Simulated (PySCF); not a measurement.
**WNCl₂: frequency calculation**

The run: frequency calculation of WNCl₂, multiplicity 2. Method and program: UKS-based PBE0, W def2-TZVP with ECP60, N def2-TZVP, Cl def2-TZVP; non-relativistic Hamiltonian with a scalar-relativistic core potential; density fitting (PySCF 2.14.0).

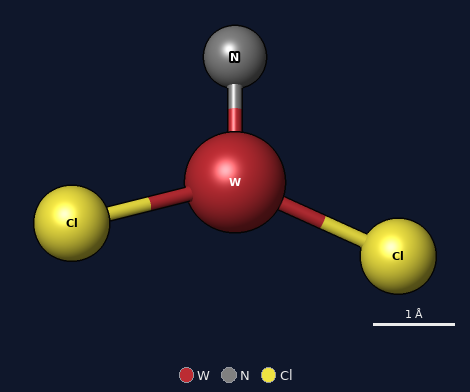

Fig. 1: The input geometry (ball-and-stick view, seen at a tilt). Sticks mark near contacts. Bond lengths as drawn: Cl–W 2.27 Å and N–W 1.65 Å.

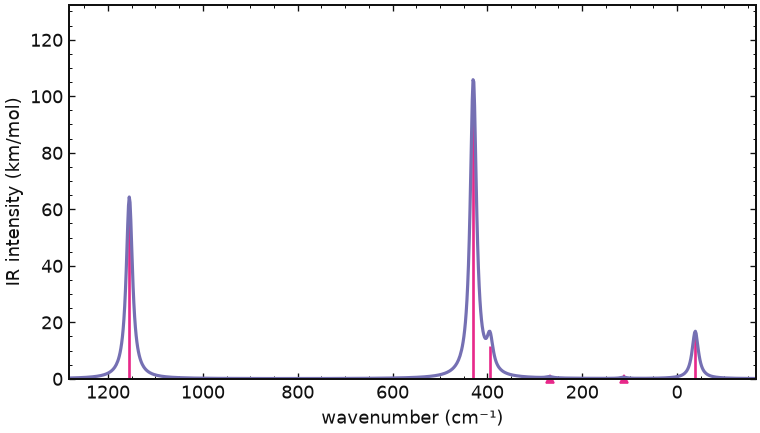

Fig. 2: Harmonic infrared spectrum, unscaled: sticks (degenerate modes added up, dark ones marked on the axis) with a Lorentzian envelope of 16 cm⁻¹ full width, scaled to the tallest stick; imaginary modes are drawn at negative wavenumbers. 6 modes from 38i to 1155 cm⁻¹, 1 imaginary beyond 8i (38i cm⁻¹): not a clean minimum; so soft a mode can be a shallow saddle, an incomplete relaxation or noise of the force constants. The strongest line is at 430 cm⁻¹ (106 km/mol). All modes, in cm⁻¹ (km/mol): 38i (16.8), 112 (0.4), 268 (0.5), 395 (11.5), 430 (106), 1155 (64).

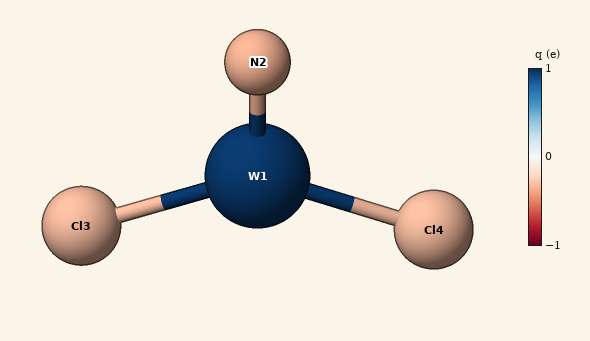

Fig. 3: Mulliken charges, as the colour of each atom (ball-and-stick view, seen at a tilt; atoms are numbered from 1 in the order of the input; Mulliken charges depend strongly on the basis). By element: W +0.96, N −0.34 and Cl −0.31 e.

These pictures come from the run below.

## The input
```python
from pyscf import gto, scf, dft
mol = gto.M(atom='''
W     -0.092600     0.000000    -0.064634
N     -1.449293     0.000000    -1.011599
Cl    -0.692743     0.000000     2.120417
Cl     1.751509     0.000000    -1.381405''',
    basis={'W': 'def2-TZVP', 'N': 'def2-TZVP', 'Cl': 'def2-TZVP'},
    ecp={'W': 'def2-TZVP'},
    charge=0, spin=1)
mf = dft.UKS(mol, xc='PBE0')
mf.grids.atom_grid = (75, 302)
aux = {'W': 'def2-universal-JKFIT', 'N': 'def2-universal-JKFIT', 'Cl': 'def2-universal-JKFIT'}
mf = mf.density_fit(auxbasis=aux)
mf.conv_tol = 1e-09
mf.diis_space = 10
mf.max_cycle = 60
mf.verbose = 4
mf.kernel()
```

The script is an equivalent of the set-up of the self-consistent field. The run itself was carried out by a driver, which started from the orbitals of the step before it where there was one and computed the further properties.

Command:
```bash
OMP_NUM_THREADS=4 python axn.py task.json out
```

## Log
```
init E= -1042.00369774728
  alpha nocc = 28  HOMO = -0.290238468374845  LUMO = -0.134036360867839
  beta  nocc = 27  HOMO = -0.322068204214993  LUMO = -0.141141302790296
  HOMO = -0.290238468375  LUMO = -0.14114130279  gap/eV = 4.05714
cycle= 1 E= -1042.00369774727  delta_E= 5.91e-12  |g|= 2.81e-06  |ddm|= 2.19e-06
  alpha nocc = 28  HOMO = -0.290238258232381  LUMO = -0.13403589244985
  beta  nocc = 27  HOMO = -0.322068667303828  LUMO = -0.141140937907428
  HOMO = -0.290238258232  LUMO = -0.141140937907  gap/eV = 4.05714
Extra cycle  E= -1042.00369774724  delta_E= 3.91e-11  |g|= 1.04e-05  |ddm|= 6.51e-06
converged SCF energy = -1042.00369774724  <S^2> = 0.76404156  2S+1 = 2.0139926
```

## Results in brief

| quantity | value |
| --- | --- |
| outcome | converged |
| total energy | −1042.003698 hartree |
| ⟨S²⟩ | 0.764 |
| zero-point energy | 0.005376 hartree |
| dipole moment | 2.21 D |
| wavenumbers, lowest and highest | 38i and 1155 cm⁻¹ |
| hardware | 4 threads of Arm Neoverse V2, 24 GiB of memory available, shared host |
| wall time | 84 s (CPU time 4.6 min) |
| peak memory | 1.5 GiB |
